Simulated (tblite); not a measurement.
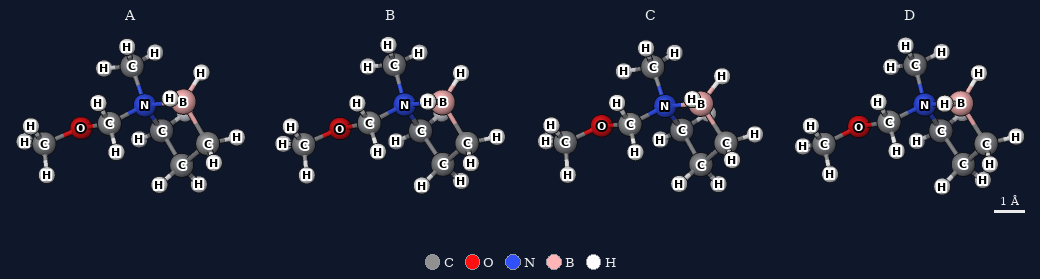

4 geometries from one relaxation of C$_{6}$H$_{16}$BNO, in shuffled order. Style: ball-and-stick. Shown face on.

Method: tblite 0.8.0, GFN2-xTB geometry optimisation, gas phase. 

Order the frames from highest to lowest energy.

Answer. C, A, B, D. They are steps 0, 8, 21, 60, at +0.820 eV, +0.128 eV, +0.034 eV relative to the last. An H atom moves most after the best rigid fit: 0.44 Å. Largest moves by element: H 0.44 Å, C 0.16 Å, B 0.14 Å, O 0.10 Å, N 0.08 Å. Among the contacts that change: B–N 1.524 → 1.672 Å, B–C 1.581 → 1.637 Å, C–O 1.373 → 1.411 Å, C–H 1.128 → 1.091 Å. Among the angles between lasting bonds that change: C–B–H 105.5° → 113.6°, N–B–H 114.6° → 106.9°, N–C–H 114.7° → 109.0°. Over 60 geometry steps the energy falls by 0.820 eV.
